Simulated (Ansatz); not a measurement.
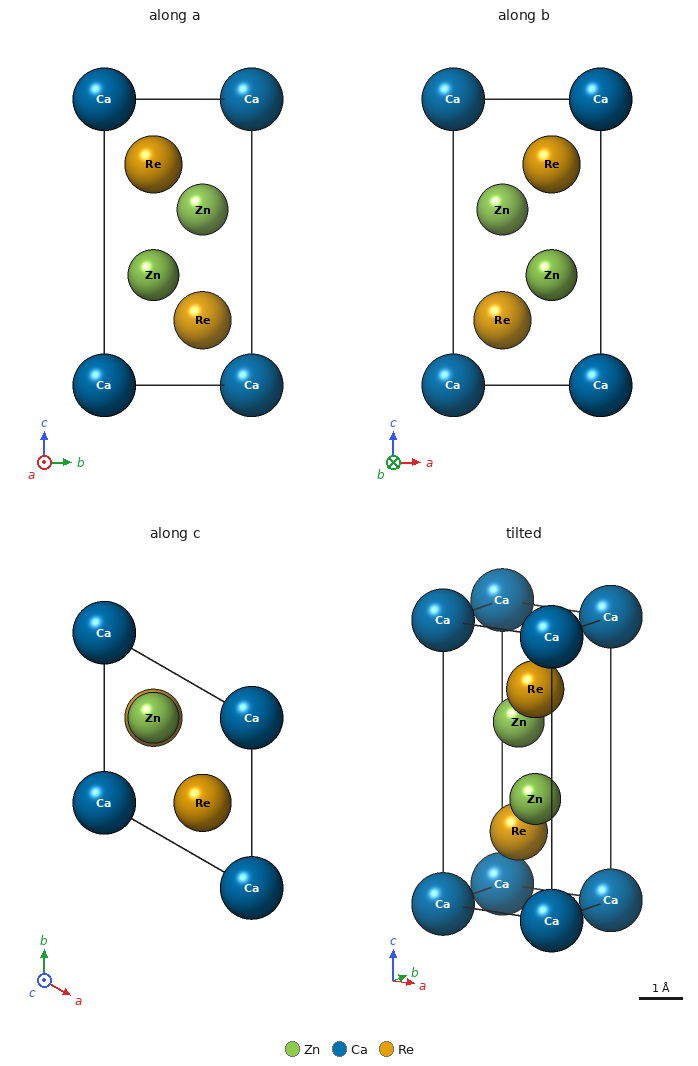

The crystal in a spheres-only representation, seen along the a axis, along the b axis, along the c axis and slightly off an axis. One conventional unit cell is framed, with atoms on its boundary repeated.

Lattice parameters: a = 3.9911 Å, b = 3.9911 Å, c = 6.7078 Å, α = 90.000°, β = 90.000°, γ = 120.000°.

> Reconstruct the structure as a CIF in P1 with every atom of the cell, with free fractional coordinates to two decimals.

```cif
data_structure
_symmetry_space_group_name_H-M 'P 1'
_symmetry_Int_Tables_number 1
_cell_length_a 3.9911
_cell_length_b 3.9911
_cell_length_c 6.7078
_cell_angle_alpha 90.000
_cell_angle_beta 90.000
_cell_angle_gamma 120.000
_cell_volume 92.53
loop_
_atom_site_label
_atom_site_type_symbol
_atom_site_fract_x
_atom_site_fract_y
_atom_site_fract_z
_atom_site_occupancy
Zn1 Zn 0.3333 0.6667 0.61 1
Zn2 Zn 0.6667 0.3333 0.39 1
Ca1 Ca 0.00 0.00 0.00 1
Re1 Re 0.3333 0.6667 0.23 1
Re2 Re 0.6667 0.3333 0.77 1
```

The cell started as a generated cell, made by putting these elements into a known structure type (the compound may or may not exist in this form). The atoms were relaxed in a fixed cell with DFT, PAW plane waves, PBEsol (Ansatz 0.2.0).
